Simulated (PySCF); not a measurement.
## A study: C9H10, SMILES `C#CCC(C=C)CC#C`

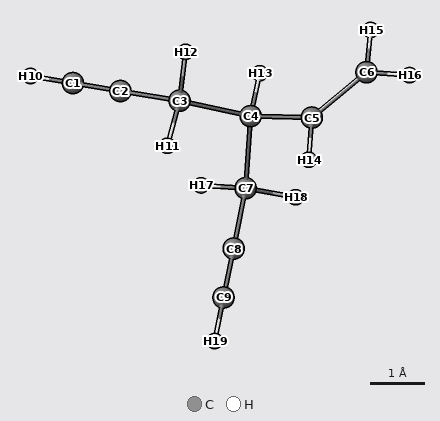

The molecule, with its atoms numbered as below. No frequency check shows the geometry to be a minimum.

Geometry (Å), atoms numbered from 1:

```
C1      -3.2124    0.6641   -0.1665
C2      -2.1110    0.6571    0.3016
C3      -0.7606    0.6524    0.8227
C4       0.2797    0.5889   -0.3125
C5       1.6583    0.7406    0.2535
C6       2.4752    1.7366   -0.0321
C7       0.1541   -0.7434   -1.0775
C8       0.4009   -1.8900   -0.2282
C9       0.6041   -2.8212    0.4956
H10     -4.1868    0.6700   -0.5546
H11     -0.6310   -0.2122    1.4803
H12     -0.6026    1.5621    1.4097
H13      0.0817    1.4053   -1.0160
H14      1.9611   -0.0449    0.9339
H15      2.1928    2.5271   -0.7092
H16      3.4607    1.8081    0.3960
H17     -0.8566   -0.8214   -1.4895
H18      0.8697   -0.7546   -1.9050
H19      0.7809   -3.6488    1.1154
```

### 1. Bonding charge

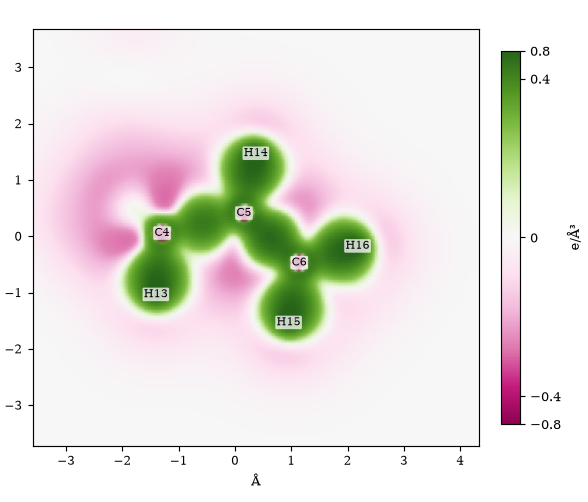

Deformation density (molecule less spherical, spin-averaged free atoms) in the plane of C4, C5, C6, H13, H14, H15 and H16; colour scale in e/Å³, logarithmic beyond ±0.1; green: gain, pink: loss.

Level of theory: PBE0/6-311G** (PySCF), at a geometry from GFN2-xTB.

**How much density has each bond in this plane gained at its critical point, relative to the free atoms?**

C5–H14: +0.73 e/Å³ at the bond critical point (bond length 1.08 Å, Mayer order 0.9). C6–H16: +0.72 e/Å³ at the bond critical point (bond length 1.08 Å, Mayer order 1.0). C6–H15: +0.72 e/Å³ at the bond critical point (bond length 1.08 Å, Mayer order 1.0). C4–H13: +0.71 e/Å³ at the bond critical point (bond length 1.10 Å, Mayer order 1.0). C5–C6: +0.70 e/Å³ at the bond critical point (bond length 1.32 Å, Mayer order 1.9). C4–C5: +0.50 e/Å³ at the bond critical point (bond length 1.50 Å, Mayer order 1.0). In all, 4.4 electrons gather in the regions of gain relative to the promolecule.

**Where do the Hirshfeld charges lie?**

The highest Hirshfeld charge is on H19 (+0.09 e), the lowest on C1 (−0.13 e).

```tsv
atom	charge (e)
C1	−0.13
C2	−0.03
C3	−0.05
C4	−0.01
C5	−0.04
C6	−0.11
C7	−0.05
C8	−0.03
C9	−0.12
H10	+0.09
H11	+0.05
H12	+0.06
H13	+0.05
H14	+0.04
H15	+0.04
H16	+0.05
H17	+0.05
H18	+0.06
H19	+0.09
```

### 2. Bond critical points

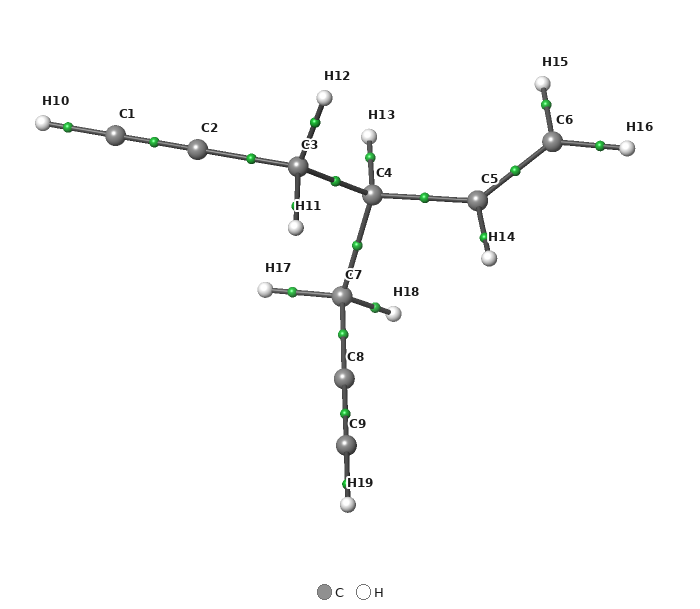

Molecular graph of the electron density (QTAIM): bond paths, bond critical points (green), ring points (magenta, if any); weak paths are dashed.

**How many critical points of each kind are there, and does the count close?**

19 nuclei, 18 bond, 0 ring and 0 cage critical points: 19 − 18 + 0 − 0 = 1, as the Poincaré–Hopf relation requires.

**What does the calculation give at each kind of bond critical point?**

| bond | length (Å) | ρ (a.u.) | ∇²ρ (a.u.) | ε | H (a.u.) |
| --- | --- | --- | --- | --- | --- |
| C8–C9 | 1.197 | 0.408 | −1.20 | 0.01 | −0.594 |
| C1–C2 | 1.197 | 0.408 | −1.19 | 0.01 | −0.593 |
| C5–C6 | 1.319 | 0.348 | −1.05 | 0.36 | −0.408 |
| C9–H19 | 1.049 | 0.295 | −1.09 | 0.00 | −0.312 |
| C1–H10 | 1.049 | 0.295 | −1.09 | 0.00 | −0.312 |
| C6–H16 | 1.077 | 0.284 | −0.99 | 0.01 | −0.288 |
| C5–H14 | 1.082 | 0.283 | −0.98 | 0.01 | −0.285 |
| C6–H15 | 1.079 | 0.282 | −0.98 | 0.01 | −0.286 |
| C4–H13 | 1.096 | 0.277 | −0.93 | 0.00 | −0.274 |
| C3–H11 | 1.094 | 0.276 | −0.93 | 0.01 | −0.272 |
| C7–H17 | 1.094 | 0.275 | −0.93 | 0.01 | −0.272 |
| C3–H12 | 1.094 | 0.275 | −0.92 | 0.01 | −0.271 |
| C7–H18 | 1.094 | 0.275 | −0.92 | 0.01 | −0.271 |
| C2–C3 | 1.447 | 0.271 | −0.72 | 0.01 | −0.257 |
| C7–C8 | 1.448 | 0.271 | −0.71 | 0.01 | −0.257 |
| C4–C5 | 1.498 | 0.258 | −0.64 | 0.02 | −0.221 |
| C3–C4 | 1.541 | 0.235 | −0.52 | 0.02 | −0.186 |
| C4–C7 | 1.541 | 0.235 | −0.52 | 0.01 | −0.185 |

**What kind of interaction is C4–C7?**

Shared-shell (covalent): ρ = 0.235, ∇²ρ = −0.52, H = −0.185 a.u.

### 3. Electrostatic potential

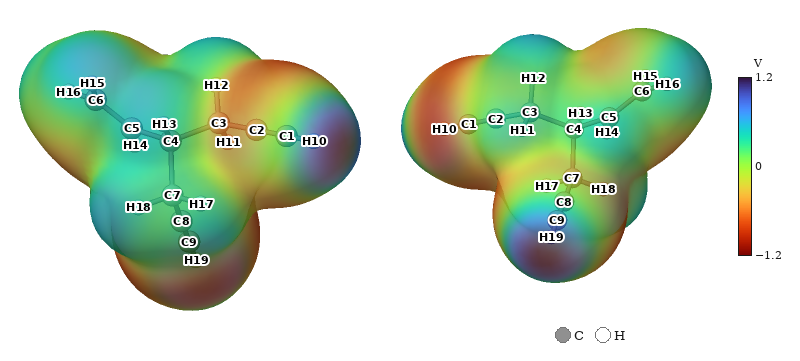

Electrostatic potential on the surface of electron density 0.001 a.u. (back view left, front view right).

**Where are the extremes of the potential on the surface?**

Highest: 1.18 V, 1.3 Å from H10. Further maxima include 0.63 V, 1.4 Å from H15; 0.59 V, 1.3 Å from H16. Lowest: −0.86 V, off the C1–C2 bond (2.1 to 2.2 Å from its atoms). Further minima include −0.53 V, over C6, off the plane of its three bonds (2.1 Å); −0.47 V, over C6, off the plane of its three bonds (2.1 Å). The surface is sampled at points, so like sites can differ by a few per cent and only the strongest of them is named.

### 4. Excited states

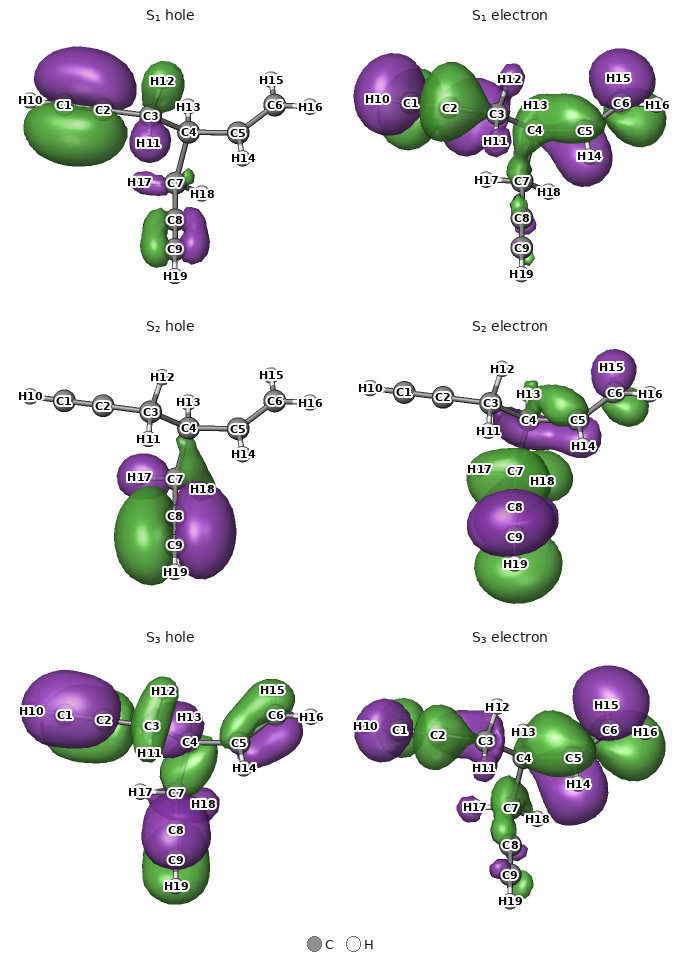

Leading natural transition orbitals (full linear response singlet states).

Level of theory: PBE0/6-31G* (PySCF), at a geometry from GFN2-xTB. Without diffuse functions Rydberg states are missing, so the states' numbers hold for this basis only.

**Describe these excited states.**

By state:
- S₁: 6.79 eV (183 nm), f = 0.001 (very weak); the leading pair carries 71 %; hole on C1 (36 %), C2 (30 %) and C9 (10 %), electron on C1 (25 %), C2 (21 %) and C6 (10 %) (shares are of the whole state, not of the leading pair alone); their centroids lie 1.0 Å apart; S₂ lies within 0.1 eV of it.
- S₂: 6.83 eV (182 nm), f = 0.006; the leading pair carries 60 %; hole on C9 (36 %), C8 (30 %) and C1 (10 %), electron on C9 (27 %), C8 (24 %) and C1 (7 %) (shares are of the whole state, not of the leading pair alone); their centroids lie 0.5 Å apart; S₁ lies within 0.1 eV of it.
- S₃: 6.99 eV (177 nm), f = 0.097; the leading pair carries 76 %; hole on C1 (24 %), C2 (19 %) and C9 (17 %), electron on C6 (23 %), C5 (20 %) and C1 (11 %) (shares are of the whole state, not of the leading pair alone); their centroids lie 1.8 Å apart; S₄ lies within 0.1 eV of it.

### 5. Removing or adding an electron

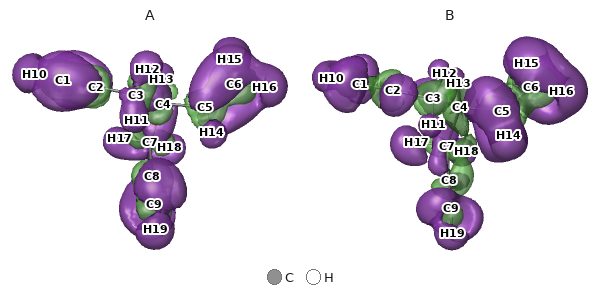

The two Fukui functions at ±0.01 e/Å³ (purple positive, green negative).

PySCF calculation, B3LYP/cc-pVDZ, gas phase; geometry: GFN2-xTB.

**Which panel is f⁻ (electron removed) and which f⁺ (electron added)?**

A is f⁻, B is f⁺. f⁻ (Hirshfeld-condensed) is largest on C1 (0.14), C6 (0.13) and C9 (0.12); the vertical ionisation energy is 8.88 eV (the stability of the cation's solution wasn't checked). f⁺ (Hirshfeld-condensed) is largest on C6 (0.18) and C5 (0.14); the vertical electron affinity is −2.22 eV (the stability of the anion's solution wasn't checked; negative, but this basis has no diffuse functions, so it doesn't show that the anion is unbound).

**What chemical potential and hardness follow from the two energies?**

μ = −(I + A)/2 = −3.33 eV and η = I − A = 11.10 eV.

### 6. Localised orbitals

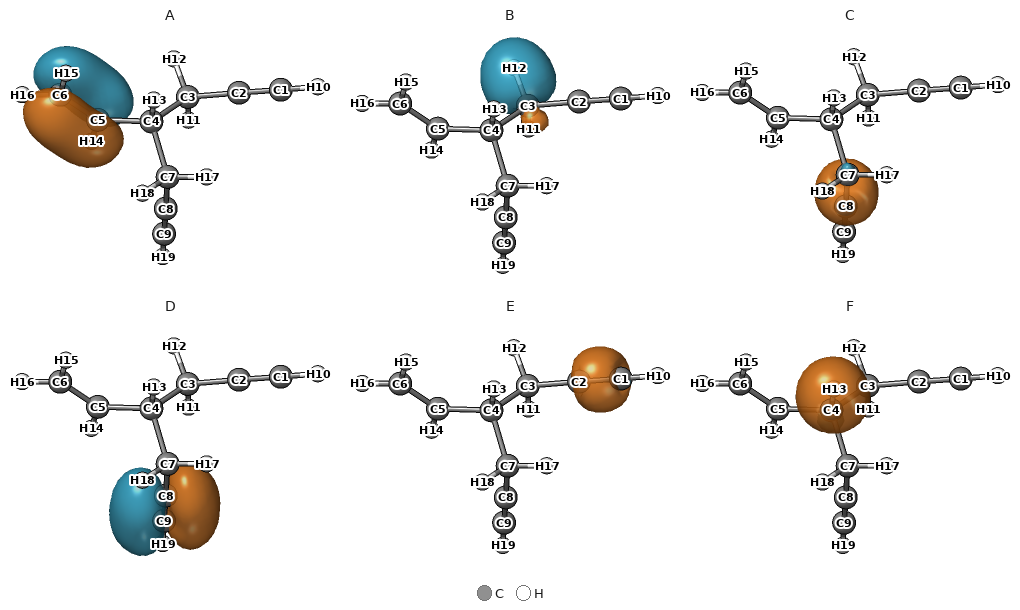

Pipek–Mezey orbitals, occupied; each surface holds about 80 % of the orbital's density. Energies are diagonal elements of the Fock matrix.

Level of theory: CAM-B3LYP/def2-SVP (PySCF), at a geometry from GFN2-xTB.

**What does each orbital represent in a Lewis picture?**

By panel:
- A: π bond C6–C5 (C6 51 %, C5 48 %; −9.3 eV)
- B: σ bond C3–H12 (C3 55 %, H12 43 %; −15.2 eV)
- C: σ bond C8–C7 (C8 52 %, C7 47 %; −18.1 eV)
- D: π bond C9–C8 (C9 51 %, C8 48 %; −9.6 eV)
- E: σ bond C2–C1 (C2 50 %, C1 49 %; −20.8 eV)
- F: σ bond C4–H13 (C4 54 %, H13 45 %; −15.1 eV)

The PySCF runs shown took 93 s, 25 min, 7.2 min and 66 s on 1 thread of AMD EPYC (Zen 3), with other jobs on the host.
